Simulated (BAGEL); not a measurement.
**CH4OSi (SMILES CO[SiH]): HF/3-21G (density fitting with qzvpp-jkfit)**

Aim: the vertical electron affinity of CH4OSi at HF/3-21G (density fitting with qzvpp-jkfit), from 2 runs. 

Program for the calculation: BAGEL 1.2.2.

1 further run of the same task is left out (set aside as unsound or not needed).

## Step 1: Starting point

CH4OSi: 7 atoms, total charge 0, spin state singlet. As SMILES, `CO[SiH]`. The coordinates come from a PBE0-D4/def2-TZVP relaxation. This is one conformer, not always the lowest.

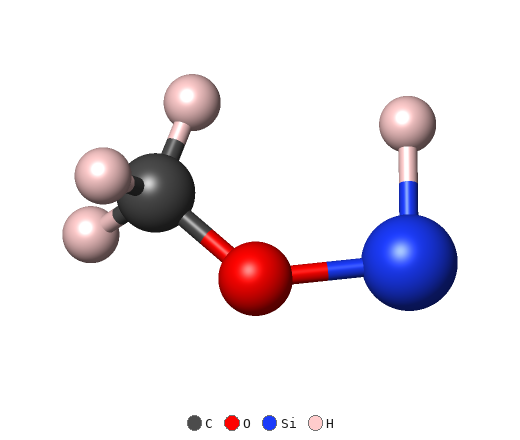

Viewed from a chosen angle; carbon dark grey, oxygen red, silicon blue, hydrogen pink.

## Step 2: A single-point energy at HF/3-21G (density fitting with qzvpp-jkfit)

Contents of job.json:

```json
{ "bagel" : [

{
  "title" : "molecule",
  "basis" : "3-21g",
  "df_basis" : "qzvpp-jkfit",
  "angstrom" : true,
  "geometry" : [
    { "atom" : "C", "xyz" : [      -0.512400,       0.485500,      -0.338500 ] },
    { "atom" : "O", "xyz" : [      -0.443200,      -0.446500,       0.717600 ] },
    { "atom" : "Si", "xyz" : [       0.796900,      -1.387300,       1.229900 ] },
    { "atom" : "H", "xyz" : [      -1.296400,       0.180800,      -1.035500 ] },
    { "atom" : "H", "xyz" : [       0.443800,       0.547500,      -0.868700 ] },
    { "atom" : "H", "xyz" : [      -0.769300,       1.467500,       0.065400 ] },
    { "atom" : "H", "xyz" : [       1.841700,      -0.915600,       0.184100 ] }
  ]
},

{
  "title" : "hf"
},

{
  "title" : "print",
  "file" : "orbitals.molden",
  "orbitals" : true
}

]}
```

Command:

```bash
$ BAGEL_NUM_THREADS=1 BAGEL job.json > job.out
```

What it wrote:

```text
* using 1 threads per process

  ===============================================================
  ===============================================================

  *** Geometry ***

  { "atom" : "C", "xyz" : [     -0.968296,      0.917462,     -0.639672 ] },
  { "atom" : "O", "xyz" : [     -0.837527,     -0.843763,      1.356067 ] },
  { "atom" : "Si", "xyz" : [      1.505923,     -2.621617,      2.324174 ] },
  { "atom" : "H", "xyz" : [     -2.449841,      0.341662,     -1.956811 ] },
  { "atom" : "H", "xyz" : [      0.838660,      1.034625,     -1.641605 ] },
  { "atom" : "H", "xyz" : [     -1.453766,      2.773173,      0.123588 ] },
  { "atom" : "H", "xyz" : [      3.480309,     -1.730233,      0.347899 ] },

  Number of auxiliary basis functions:      352

  Since a DF basis is specified, we compute 2- and 3-index integrals:
    o Being stored without compression. Storage requirement is 0.004 GB

  Number of basis functions:       39
  Number of electrons      :       32

    * METHOD: MOLECULE                             0.07

  *** RHF ***

  === Nuclear Repulsion ===
   101.0699044784

      * DIIS with orbital gradients will be used.

  === RHF iteration (3-21g) ===
      0       -401.72202189          0.02612386           0.01
      1       -401.77422140          0.01857728           0.01
      2       -401.80817766          0.00160469           0.01
      3       -401.80885325          0.00026447           0.01
      4       -401.80888075          0.00009618           0.01
      5       -401.80888495          0.00001986           0.01
      6       -401.80888514          0.00000508           0.01
      7       -401.80888516          0.00000135           0.01
      8       -401.80888516          0.00000046           0.01
      9       -401.80888516          0.00000016           0.01
     10       -401.80888516          0.00000005           0.01
     11       -401.80888516          0.00000002           0.01
     12       -401.80888516          0.00000001           0.01
    * SCF iteration converged.

    * Permanent dipole moment:
           (   -0.095549,    -0.499309,     0.628609) a.u.

    * METHOD: HF                                   0.18

    * METHOD: PRINT                                0.00

  ===============================================================
```

Wall time 0.4 s (1 thread of Arm Neoverse V2, shared host); peak memory 0.084 GiB.

## Step 3: The doublet anion at the same level

Contents of input.json:

```json
{ "bagel" : [

{
  "title" : "molecule",
  "basis" : "3-21g",
  "df_basis" : "qzvpp-jkfit",
  "angstrom" : true,
  "geometry" : [
    { "atom" : "C", "xyz" : [      -0.512400,       0.485500,      -0.338500 ] },
    { "atom" : "O", "xyz" : [      -0.443200,      -0.446500,       0.717600 ] },
    { "atom" : "Si", "xyz" : [       0.796900,      -1.387300,       1.229900 ] },
    { "atom" : "H", "xyz" : [      -1.296400,       0.180800,      -1.035500 ] },
    { "atom" : "H", "xyz" : [       0.443800,       0.547500,      -0.868700 ] },
    { "atom" : "H", "xyz" : [      -0.769300,       1.467500,       0.065400 ] },
    { "atom" : "H", "xyz" : [       1.841700,      -0.915600,       0.184100 ] }
  ]
},

{ "title" : "uhf", "charge" : -1, "nopen" : 1 },

{ "title" : "print", "file" : "orbitals.molden", "orbitals" : true }

]}
```

Command:

```bash
$ BAGEL_NUM_THREADS=1 BAGEL input.json > input.out
```

What it wrote:

```text
* using 1 threads per process

  ===============================================================
  ===============================================================

  *** Geometry ***

  { "atom" : "C", "xyz" : [     -0.968296,      0.917462,     -0.639672 ] },
  { "atom" : "O", "xyz" : [     -0.837527,     -0.843763,      1.356067 ] },
  { "atom" : "Si", "xyz" : [      1.505923,     -2.621617,      2.324174 ] },
  { "atom" : "H", "xyz" : [     -2.449841,      0.341662,     -1.956811 ] },
  { "atom" : "H", "xyz" : [      0.838660,      1.034625,     -1.641605 ] },
  { "atom" : "H", "xyz" : [     -1.453766,      2.773173,      0.123588 ] },
  { "atom" : "H", "xyz" : [      3.480309,     -1.730233,      0.347899 ] },

  Number of auxiliary basis functions:      352

  Since a DF basis is specified, we compute 2- and 3-index integrals:
    o Being stored without compression. Storage requirement is 0.004 GB

  Number of basis functions:       39
  Number of electrons      :       32

    * METHOD: MOLECULE                             0.07

  *** Open-shell HF ***

  === Nuclear Repulsion ===
   101.0699044784

      * DIIS with orbital gradients will be used.

  === UHF iteration (3-21g) ===
      0       -401.67463882          0.05587109           0.02
      1       -401.74690908          0.03412634           0.02
      2       -401.76735460          0.02203267           0.02
      3       -401.77974909          0.00110186           0.02
      4       -401.77990334          0.00033402           0.02
      5       -401.77992079          0.00011334           0.02
      6       -401.77992854          0.00002601           0.02
      7       -401.77993033          0.00000646           0.02
      8       -401.77993106          0.00000365           0.02
      9       -401.77993151          0.00000118           0.02
     10       -401.77993167          0.00000072           0.02
     11       -401.77993176          0.00000038           0.02
     12       -401.77993178          0.00000018           0.02
     13       -401.77993179          0.00000005           0.02
     14       -401.77993179          0.00000002           0.02
     15       -401.77993179          0.00000001           0.02
    * SCF iteration converged.

    * S^2 (UHF) is 0.7581

    * Permanent dipole moment:
           (    0.923781,    -1.580670,     1.409893) a.u.

    * METHOD: UHF                                  0.38

    * METHOD: PRINT                                0.00

  ===============================================================
```

Wall time 0.6 s (1 thread of Arm Neoverse V2, shared host); peak memory 0.084 GiB.

## Step 4: Results

At HF/3-21G (density fitting with qzvpp-jkfit):

| quantity | value |
| --- | --- |
| singlet CH4OSi: total energy | -401.80889 Eh |
| singlet CH4OSi: dipole moment | 2.05 D |
| singlet CH4OSi: HOMO energy | -8.89 eV |
| singlet CH4OSi: LUMO energy | 1.36 eV |
| singlet CH4OSi: HOMO–LUMO gap | 10.25 eV |
| doublet anion: total energy | -401.77993 Eh |
| doublet anion: ⟨S²⟩ | 0.758 |
| vertical electron affinity (to the doublet anion) | -0.788 eV |

In words: The anion lies 0.79 eV (76.0 kJ/mol) above the neutral: the electron isn't bound at this level, and such a value depends on the basis. Without diffuse functions anions come out too high. Hartree–Fock misses the correlation that binds many anions.
